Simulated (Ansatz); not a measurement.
## C₂H₇InS: single-point calculation

System: C₂H₇InS, SMILES C[CH2][InH][SH].
Method: RKS wB97X-V/def2-TZVPP (Ansatz 0.2.0).

The geometry comes from this level: PBE0-D4/def2-TZVP.

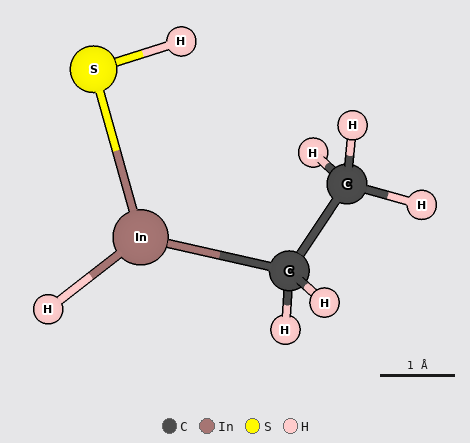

Fig. 1: The input geometry (ball-and-stick view, seen at a tilt). Sticks mark near contacts. Bond lengths as drawn: C–C 1.52 Å, C–H 1.09 Å, C–In 2.16 Å, H–In 1.72 Å, H–S 1.34 Å and In–S 2.40 Å.

## The input
```yaml
crystal:
  periodic: [false, false, false]
  atoms:
    - {symbol: C, position_ang: [-1.101162, 0.724639, 0.372824]}
    - {symbol: C, position_ang: [0.313028, 0.486356, 0.877910]}
    - {symbol: In, position_ang: [1.481109, -0.858491, -0.339393]}
    - {symbol: S, position_ang: [0.337071, -1.753024, -2.251806]}
    - {symbol: H, position_ang: [-1.678210, -0.202643, 0.325921]}
    - {symbol: H, position_ang: [-1.649215, 1.412227, 1.025160]}
    - {symbol: H, position_ang: [-1.107358, 1.159187, -0.630240]}
    - {symbol: H, position_ang: [0.874369, 1.423269, 0.940709]}
    - {symbol: H, position_ang: [0.307167, 0.070482, 1.889830]}
    - {symbol: H, position_ang: [3.098135, -1.417363, -0.195818]}
    - {symbol: H, position_ang: [-0.809533, -1.101740, -1.994497]}
basis:
  gaussian: {orbitals: def2-TZVPP}
hamiltonian: {xc: {name: wB97X-V}}
output: {orbitals: {seedname: orbitals}}
```

Launched with:
```bash
ansatz run in.yaml --threads 4 --pin off --events-out ev --progress --plain --max-ram 10444MiB
```

## Output
```
Functional definition: wB97X-V
  name "wB97X-V"
  cite "Mardirossian & Head-Gordon, Phys. Chem. Chem. Phys. 16, 9904 (2014) doi:10.1039/C3CP54374A"
  cite "Becke, J. Chem. Phys. 107, 8554 (1997) doi:10.1063/1.475007"
  cite "Vydrov & Van Voorhis, J. Chem. Phys. 133, 244103 (2010) doi:10.1063/1.3521275"
  parameter omega = 0.3/bohr
  parameter cx = 0.167
  parameter cx1 = 0.603
  parameter cx2 = 1.194
  parameter css0 = 0.556
  parameter css1 = -0.257
  parameter cos0 = 1.219
  parameter cos1 = -1.850
  parameter b = 6.0
  parameter c = 0.01
  exchange = spin_sum(e_x_unif_sr(omega)*poly(b97_u_x, 1 - cx, cx1, cx2)) + cx*exact_x_sr(omega) + exact_x_lr(omega)
  correlation = spin_sum(e_c_pw_same_spin*poly(b97_u_same, css0, css1))
      + integral(e_c_pw_opposite_spin*poly(b97_u_opposite, cos0, cos1)) + vv10(b, c)
1516 factors; their error is unknown
353 factors; integrals over basis functions are off by at most 8.1e-6 eV
mean field evaluation 1: about -18191.5850 eV, gradient 4.5e1 eV
mean field evaluation 2: about -18193.2809 eV, gradient 3.7e1 eV
mean field evaluation 4: about -18196.4940 eV, gradient 1.6e0 eV
mean field evaluation 8: about -18196.5049 eV, gradient 1.0e-1 eV
mean field evaluation 16: about -18196.5230 eV, gradient 2.9e-4 eV
mean field -18196.52296177 eV, -668.7098847988 hartree, gradient 1.2e-5 eV, S^2 0.000000; 0 other end points of the search recorded, 0 dependent functions left out
reference -18196.52295914 eV, -668.7098847023 hartree; 28, 28 occupied and 224, 224 virtual orbitals, 1516 factors
Total energy: -18196.52295914 eV, -668.7098847023 hartree
```

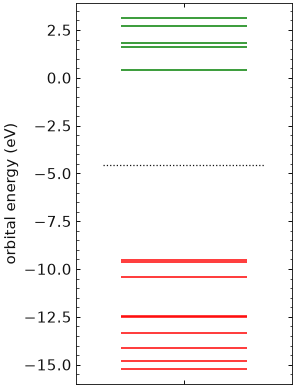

Fig. 2: Orbital energies near the frontier; the dotted line parts filled from empty levels, and levels within 0.02 eV of each other stand side by side. Highest filled −9.52 eV, lowest empty 0.42 eV, 9.94 eV apart.

## Results in brief

- outcome: converged
- total energy: −18196.5230 eV
- SCF solution under orbital rotations: stable
- HOMO: −9.52 eV
- LUMO: 0.42 eV
- hardware: 4 threads of AMD EPYC, 23 GiB of memory available, shared host
- wall time: 7.5 s (CPU time 26 s)
- peak memory: 0.85 GiB
